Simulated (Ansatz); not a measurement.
# Phonons of ZrAlGe in the AlB2 type, part 2 of 3

Question: is the lattice of ZrAlGe in the AlB2 type stable, and if so, what are its coupling constant and resistivity?

Ansatz 0.2.0; DFT PBE, scalar-relativistic, plane waves, PAW; PAW set soft_1.

So far. Step 3 (Relaxation): The largest force is now zero by symmetry and the largest stress component 0.020 GPa. Step 4 (Relaxing tightly for phonons): The largest force is now zero by symmetry and the largest stress component 0.0019 GPa, small enough for phonons. The relaxed cell has a = 4.227, c = 3.561 Å (conventional setting).

The structure was built from a prototype and need not be the compound's stable phase.

**5. Lattice stability: q 2×2×2, k 4×4×4**

Couplings are defined for a stable lattice alone, so phonons come first.

The input, input.yaml:

```yaml
crystal:
  lattice:
    - [4.2267277113, -2.9794e-06, 0.0]
    - [-2.1133612754, 3.6604550626, 0.0]
    - [0.0, 0.0, 3.5610705524]
  atoms:
    - { symbol: Zr, position: [0.0, 0.0, 0.0] }
    - { symbol: Al, position: [0.3333333333, 0.6666666667, 0.5] }
    - { symbol: Ge, position: [0.6666666667, 0.3333333333, 0.5] }
kpoints:
  mp_grid: { grid: [4, 4, 4] }
hamiltonian:
  xc: pbe
  pseudopotentials: { kind: paw, azcp: { folder: soft_1 } }
scf:
  occupations: { method: methfessel_paxton, width: 0.2 }
output:
  eigenvalues: true
phonons:
  method: dfpt
  qmesh: [2, 2, 2]
  temperatures: { t_max: 1000, t_step: 50 }
  qpath:
    path:
      - [[0.0, 0.0, 0.0], [0.5, 0.0, 0.0], [0.33333333, 0.33333333, 0.0], [0.0, 0.0, 0.0], [0.0, 0.0, 0.5], [0.5, 0.0, 0.5], [0.33333333, 0.33333333, 0.5], [0.0, 0.0, 0.5]]
      - [[0.5, 0.0, 0.5], [0.5, 0.0, 0.0]]
      - [[0.33333333, 0.33333333, 0.5], [0.33333333, 0.33333333, 0.0]]
    npoints: 10
```

Launch:

```bash
$ ansatz run input.yaml --threads 4 --pin off --max-ram 12288MiB --backend cpu --events-out ev --progress --plain --runs-dir out
```

Numbers of over 12 decimals in the logs are rounded to 6 here.

The program printed:

```text
[...]
Crystal: 3 atoms, lattice volume = 55.096 Å³
Basis set: ecut = 420 eV, 1049 PW (Γ), exchange–correlation on 60×60×48 points (8 copies of the dense FFT grid, shifted against one another)
Bands: 19, of which v1, the nominal top of the filled ones, is band 15 counted from 1 (14 counted from 0)
Symmetry: 12 space group operations
k-points: 12 of 64 (time reversal used)
[...]
SCF iter   1: F=—  HF=-9017.617118 eV  |F-HF|=—  |Δ(HF+E_count)|=         —  Δρ=3.72e-2  dr2=1.12e0  ethr=3.10e-3  ⟨swp⟩=5.1  Hψ=1037  notcnv=0
[...]
SCF iter   9: F=-9017.256338 eV  HF=-9017.256338 eV  |F-HF|=1.82e-12  |Δ(HF+E_count)|=  1.15e-10  S|Δr|=    0.00e0  Δρ=9.74e-8  dr2=7.09e-12  ethr=1.00e-12  ⟨swp⟩=5.1  Hψ=1003  notcnv=0
SCF 1 converged in 9 iterations: F = -9017.256338 eV  dr2 = 7.09e-12
[...]
phonons: the bands overlap, so this run is a metal and interpolates without the dipole-dipole term. If the crystal is really an insulator or semiconductor, its LO-TO splitting is missing
NSCF: frozen V_eff on 12 k-points
[...]
DFPT response loops at q = (0, 0, 0) (fractional): preconditioner auto → Kerker (q_TF=auto, 2.452 Å⁻¹) (partly filled bands, converged f_vac=0.000); β = 1.00, the filter's whole step (`scf.mixing.beta` (0.50) is not read by the response loops under this deck's `scf.mixing.preconditioner`; to damp them name `kerker` or `kerker_dos`, under which they read `scf.mixing.beta`, and type it under 1.00, their step now; both keys bind the ground state too); Broyden in place of MSR1
[...]
SCF converged after 9 iterations
Stability not checked: this state was not tested for a lower state beside it, because cold or Methfessel-Paxton smearing, or corrected tetrahedra, fill the levels in a way that the test cannot read (fill_not_monotonic; see scf.lower_state_search)
Free energy (F): -9017.256338 eV
[...]
Internal energy: -9017.268033 eV  (E = F + TS)
E sigma→0 (E₀):  -9017.259262 eV
Entropy (-TS):   0.011695 eV (3.898 meV/atom)
Fermi energy:    12.670875 eV
Step filling:    the computed levels leave a gap of 0.2488 eV = 1.2 smearing widths at the electron count; against every level under it full and every level over it empty, smearing changes F+E_penalty+E_count by +5.841 meV and its σ→0 estimate by +2.917 meV
[...]
--- Band table (eV; the first three rows and the last of 12) ---
  k-point 0: bands = [... 11 lower, 9.1298, 10.6802, 11.4955, 12.5480, 13.8882, 13.8882, 13.9207, 13.9207]
  k-point 1: bands = [... 11 lower, 9.7092, 9.7092, 11.6438, 11.6438, 12.2927, 13.4437, 14.5194, 14.5194]
  k-point 2: bands = [... 11 lower, 10.3449, 10.3449, 11.7724, 11.7724, 12.0999, 12.0999, 13.9662, 15.0450]
  k-point 11: bands = [... 11 lower, 8.4930, 8.6389, 9.9034, 13.1737, 13.8310, 14.1973, 15.9480, 16.1863]
--- Phonons (Γ-DFPT): 6 representative perturbations + reference (Σ response iterations 18) ---
  ASR residual: 4.817e-5 → 0.000e0 eV/Å²; symmetrization residual: 2.278e-6 eV/Å²
  ASR residual per site (eV/Å²): 4.82e-5 3.60e-6 2.24e-5
  Γ frequencies (cm⁻¹): 0.00 0.00 0.00 88.96 141.64 141.64 232.29 384.27 384.27
--- Phonons (arbitrary-q DFPT): 4 irreducible q on the 2×2×2 mesh ---
  q = [0.0000, 0.0000, 0.0000] (star 1, of the zone-centre solve; hermiticity 3.94e-7, symmetrization 2.71e-8): -0.00 -0.00 -0.00 88.96 141.64 141.64 232.29 384.27 384.27
  q = [0.0000, 0.0000, -0.5000] (star 1, 6 solved perturbations in 126 linear systems a pass and spin channel, the states on 30 of 64 k-point pairs; hermiticity 4.05e-7, symmetrization 1.91e-7): 99.33 99.33 100.58 121.64 121.64 180.03 213.05 366.55 366.55
[...]
sum rule: each row above includes the acoustic sum rule's correction from the zone centre's row sums; it moved no ω² by more than (0.38 cm⁻¹)²
  mesh force constants: q→R imaginary residual 1.58e-17; ASR residual 4.817e-5 → 0.000e0 eV/Å²; symmetrization residual 1.243e-14 eV/Å²
  interpolated dispersion: 93 rows × 9 modes
  density of states and harmonic sums: on the 18×18×18 q-mesh, interpolated from the force constants of a 2×2×2 supercell (no non-analytic term)
  largest difference from the sums on the solved wave vectors: F 1.31e-1 eV, S 1.72e-4 and C_V 4.08e-5 eV/K
  zero-point energy: 0.097296 eV/cell   skipped modes (ω ≤ 0): 104, of them read as no rigid motion or as one in doubt: 101 (2.793e-1 modes/cell left out, lowest -62.33 cm⁻¹)   left out of the sums: 3.11e-2 of the cell's modes: C_V's classical limit lies that fraction below 3 k_B per atom; for a crystal, a wire or a layer, F and S can be off by more, and a phonons.interpolated_qmesh denser along its periods is the remedy for the sampling
```

Wall time 18 s (4 threads of AMD EPYC 7R13 (Zen 3), shared host); peak memory 0.57 GiB; 65 s of CPU time.

This step gave:

| Property | Result |
| --- | --- |
| share of imaginary modes in the plain interpolation between solved wavevectors | 0.032 |
| highest frequency, solved or plainly interpolated | 390.1 cm⁻¹ |

Solved on the 2×2×2 mesh alone; all other wavevectors are interpolated. Phonon branches along the path, in cm⁻¹:

```
    point  branch 1  branch 2  branch 3  branch 4  branch 5  branch 6  branch 7  branch 8  branch 9
        Γ         0         0         0        89       142       142       232       384       384
        M        61        67        74       106       121       185       192       366       381
        K        69        81        96        98       105       176       203       352       390
        Γ         0         0         0        89       142       142       232       384       384
        A        99        99       101       122       122       180       213       366       366
        L       -62        75       100       132       150       189       206       356       383
        H       -62        32       104       149       149       199       201       346       387
        A        99        99       101       122       122       180       213       366       366
jump to L       -62        75       100       132       150       189       206       356       383
        M        61        67        74       106       121       185       192       366       381
jump to H       -62        32       104       149       149       199       201       346       387
        K        69        81        96        98       105       176       203       352       390
```

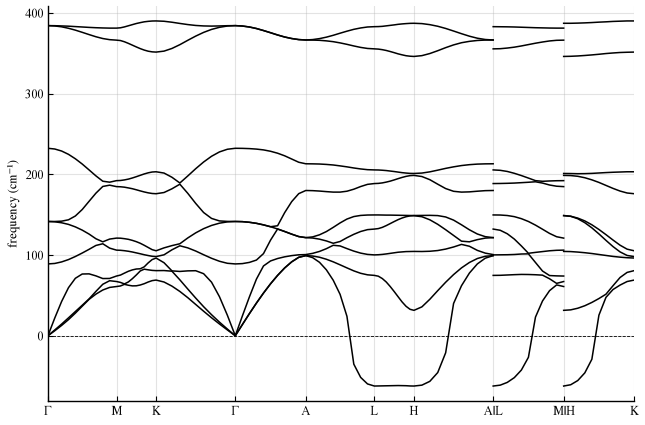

Phonon branches along the path.

Lowest modes at the softest wavevector of the mesh. Modes at q = (0.500, 0.500, 0.500), with each element's share of the kinetic energy (negative means imaginary):

```
mode  frequency (cm⁻¹)  Zr %  Al %  Ge %
   1             -62.3    79    15     6
   2              74.8   100     0     0
   3             100.2     0    22    78
   4             132.2     1    14    86
   5             149.7    95     1     4
   6             188.6     3     5    92
```

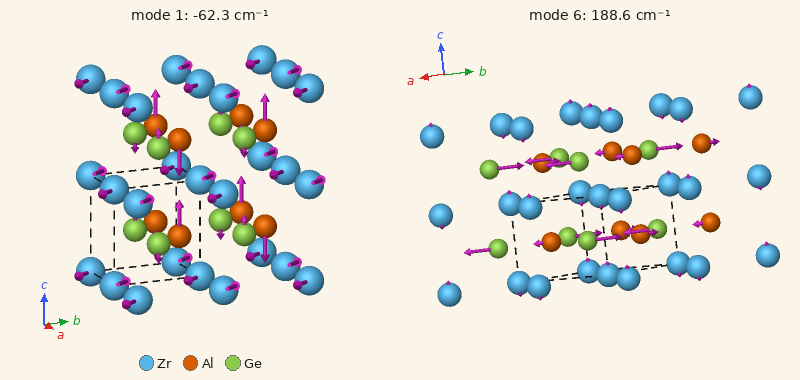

Displacement patterns of modes 1 and 6 at q = (0.500, 0.500, 0.500); arrows are exaggerated. 2×2×2 cells are drawn. Some periodic images of atoms are drawn too.

Among the solved wavevectors the lowest mode, translations apart, is -62.3 cm⁻¹, imaginary.

**6. Lattice stability: q 3×3×2, k 6×6×6**

An imaginary mode on so few k-points may come from the sampling, so the phonons are repeated with another q and k mesh.

input.yaml: that of step 5 with these lines changed.

```diff
@@ -10,3 +10,3 @@
 kpoints:
-  mp_grid: { grid: [4, 4, 4] }
+  mp_grid: { grid: [6, 6, 6] }
 hamiltonian:
@@ -20,3 +20,3 @@
   method: dfpt
-  qmesh: [2, 2, 2]
+  qmesh: [3, 3, 2]
   temperatures: { t_max: 1000, t_step: 50 }
```

The program printed:

```text
[...]
Crystal: 3 atoms, lattice volume = 55.096 Å³
Basis set: ecut = 420 eV, 1049 PW (Γ), exchange–correlation on 60×60×48 points (8 copies of the dense FFT grid, shifted against one another)
Bands: 19, of which v1, the nominal top of the filled ones, is band 15 counted from 1 (14 counted from 0)
Symmetry: 12 space group operations
k-points: 28 of 216 (time reversal used)
[...]
SCF iter   1: F=—  HF=-9017.647529 eV  |F-HF|=—  |Δ(HF+E_count)|=         —  Δρ=3.85e-2  dr2=1.28e0  ethr=3.10e-3  ⟨swp⟩=5.1  Hψ=2388  notcnv=0
[...]
SCF iter  10: F=-9017.244297 eV  HF=-9017.244297 eV  |F-HF|=0.00e0  |Δ(HF+E_count)|=  2.00e-11  S|Δr|=    0.00e0  Δρ=3.24e-8  dr2=2.89e-13  ethr=1.00e-12  ⟨swp⟩=5.2  Hψ=2327  notcnv=0
SCF 1 converged in 10 iterations: F = -9017.244297 eV  dr2 = 2.89e-13
[...]
SCF converged after 10 iterations
[...]
Free energy (F): -9017.244297 eV
[...]
Internal energy: -9017.244464 eV  (E = F + TS)
E sigma→0 (E₀):  -9017.244339 eV
Entropy (-TS):   0.000168 eV (0.056 meV/atom)
Fermi energy:    12.740386 eV
[...]
--- Band table (eV; the first three rows and the last of 28) ---
  k-point 0: bands = [... 11 lower, 9.1207, 10.7202, 11.4691, 12.5227, 13.9229, 13.9229, 13.9499, 13.9499]
  k-point 1: bands = [... 11 lower, 9.3867, 9.5429, 11.8141, 12.2709, 12.2709, 12.8876, 15.2541, 15.2541]
  k-point 2: bands = [... 11 lower, 10.0697, 10.0697, 11.3213, 11.3213, 12.8514, 13.6268, 13.6268, 14.2989]
  k-point 27: bands = [... 11 lower, 8.5682, 8.8896, 9.8504, 13.1189, 13.7154, 14.9966, 15.2871, 15.3583]
[...]
ASR residual: 2.793e-5 → 0.000e0 eV/Å²; symmetrization residual: 3.077e-6 eV/Å²
  ASR residual per site (eV/Å²): 2.79e-5 4.53e-6 1.74e-5
  Γ frequencies (cm⁻¹): 0.00 0.00 0.00 71.37 141.82 141.82 196.86 373.83 373.83
--- Phonons (arbitrary-q DFPT): 6 irreducible q on the 3×3×2 mesh ---
[...]
interpolated dispersion: 93 rows × 9 modes
[...]
```

Run time: 86 s. Hardware: 4 threads; peak memory 0.76 GiB; 5.4 min of CPU time.

This step gave:

```yaml
share_of_imaginary_modes_in_the_plain_interpolation_between_solved_wavevectors: 0.0527
highest_frequency_solved_or_plainly_interpolated: 389.6 cm⁻¹
```

Solved on the 3×3×2 mesh alone; all other wavevectors are interpolated. Phonon branches along the path, in cm⁻¹:

```
    point  branch 1  branch 2  branch 3  branch 4  branch 5  branch 6  branch 7  branch 8  branch 9
        Γ         0         0         0        71       142       142       197       374       374
        M        61        64        66       104       114       171       187       362       379
        K        40        78        81        90       119       158       204       352       390
        Γ         0         0         0        71       142       142       197       374       374
        A       -48       -48        93       120       120       158       195       365       365
        L       -40        71        98       118       141       188       191       357       378
        H       -74        60        99       142       142       200       201       349       380
        A       -48       -48        93       120       120       158       195       365       365
jump to L       -40        71        98       118       141       188       191       357       378
        M        61        64        66       104       114       171       187       362       379
jump to H       -74        60        99       142       142       200       201       349       380
        K        40        78        81        90       119       158       204       352       390
```

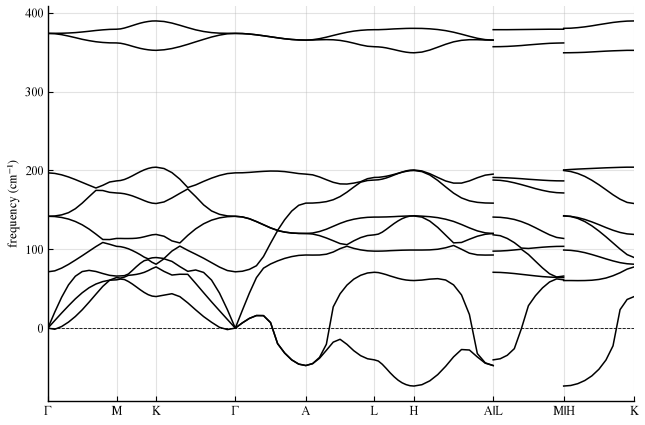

Phonon branches along the path.

Lowest modes at the softest wavevector of the mesh. Modes at q = (0.333, 0.333, 0.500), with each element's share of the kinetic energy (negative means imaginary):

```
mode  frequency (cm⁻¹)  Zr %  Al %  Ge %
   1             -73.5    72    28     0
   2              60.3    76     0    24
   3              99.0     0    21    79
   4             142.2    98     2     0
   5             142.5    24     0    76
   6             199.9     0     0   100
```

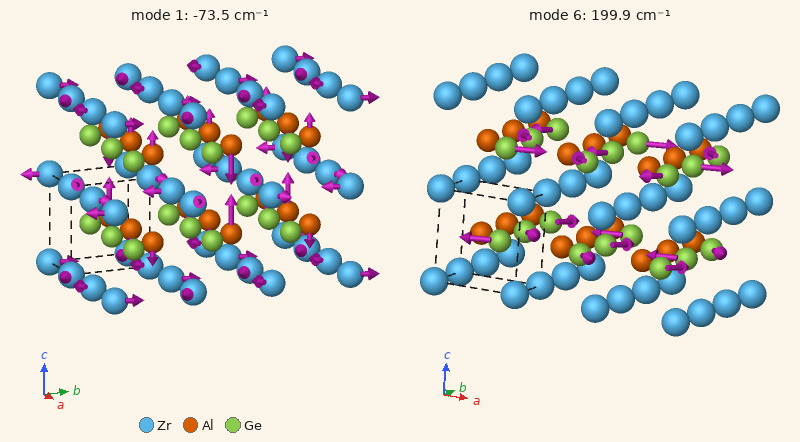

Displacement patterns of modes 1 and 6 at q = (0.333, 0.333, 0.500); arrows are exaggerated. 3×3×2 cells are drawn. Some periodic images of atoms are drawn too.

The modes has structure finer than the step of the table below, so its rows give means over 25 cm⁻¹, whole bins alone (the curve runs from -83.2 to 411 cm⁻¹). Peaks (cm⁻¹: height): Al 100.3: 0.0111, 184.3: 0.0339, 361.6: 0.0541, 377.1: 0.0579; Ge 100.3: 0.0417, 187.4: 0.0323, 377.1: 0.0160; Zr -24.1: 0.00922, 63.0: 0.0388, 137.6: 0.0273, 187.4: 0.0142.

Phonopy on the run's constants, 15x15x15 mesh, Gaussian sigma 3.5 cm⁻¹. The modes by wavenumber; means over each step; values in 1/cm⁻¹/cell:

```
wavenumber (cm⁻¹)       Al       Ge       Zr
              -50  0.00164   6.4e-5  0.00554
              -25  0.00145   2.0e-4  0.00761
                0   5.1e-4   5.7e-4  0.00301
               25  0.00186  0.00295   0.0125
               50  0.00185  0.00547   0.0231
               75  0.00198   0.0103   0.0149
              100  0.00812   0.0317  0.00986
              125  0.00407   0.0204   0.0229
              150  0.00212  0.00691  0.00804
              175   0.0198   0.0147  0.00684
              200  0.00907   0.0142  0.00419
              225        0   4.1e-6        0
              250        0        0        0
              275        0        0        0
              300        0        0        0
              325   8.0e-7        0        0
              350   0.0227  0.00166   1.4e-4
              375   0.0428   0.0103   2.6e-4
```

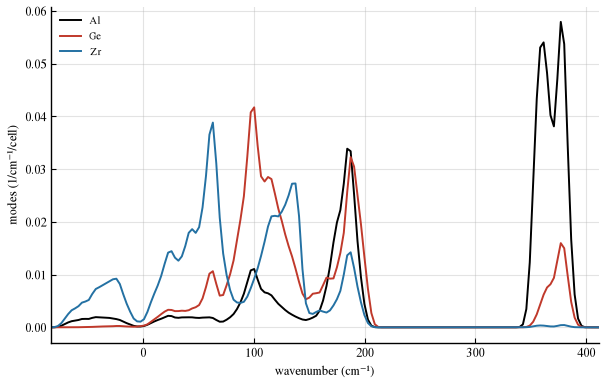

Modes against wavenumber.

No LO-TO term; unit eigenvectors of the mass-weighted matrix. The modes at Γ (shares of kinetic energy by element, %):

```
mode  frequency (cm⁻¹)  symmetry  Zr %  Al %  Ge %
   1               0.0   unnamed    48    14    38
   2               0.0   unnamed    48    14    38
   3               0.0   unnamed    48    14    38
   4              71.4      A2''     9    39    52
   5             141.8        E'    52     9    39
   6             141.8        E'    52     9    39
   7             196.9      A2''    43    46    10
   8             373.8        E'     0    77    23
   9             373.8        E'     0    77    23
```

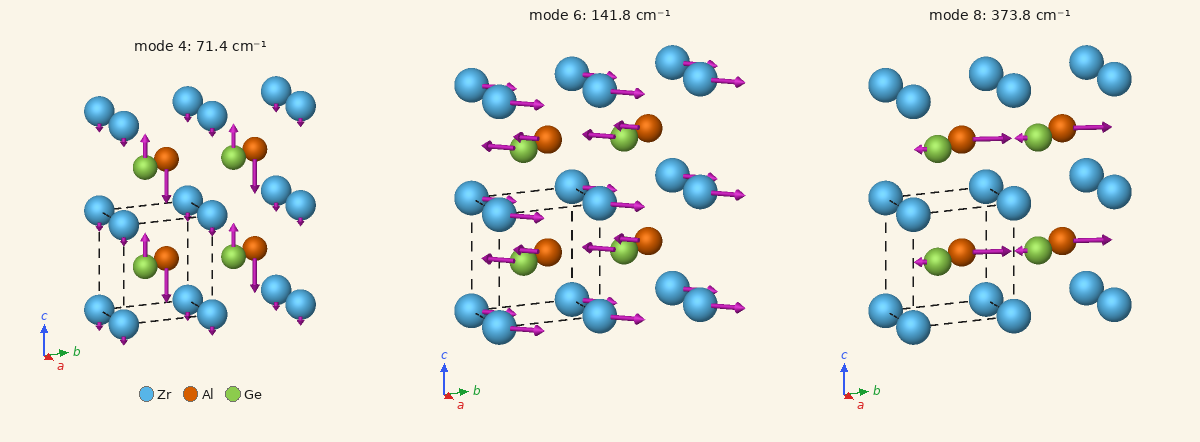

Displacement patterns of modes 4, 6 and 8 at Γ; arrows are exaggerated. 1×2×2 cells are drawn. Some periodic images of atoms are drawn too.

Among the solved wavevectors the lowest mode, translations apart, is -73.5 cm⁻¹, imaginary.

(Part 2 of 3 ends here.)

[Logs are printed without paths, hosts, clocks, repeated set-up lines and the standing remarks that a program may print on its own settings, such as how far it seeks lower states.]

[Hosts, paths, dates, database ids (printed as entryN), source tags and the programs' standing remarks are cut or masked in the printed files.]
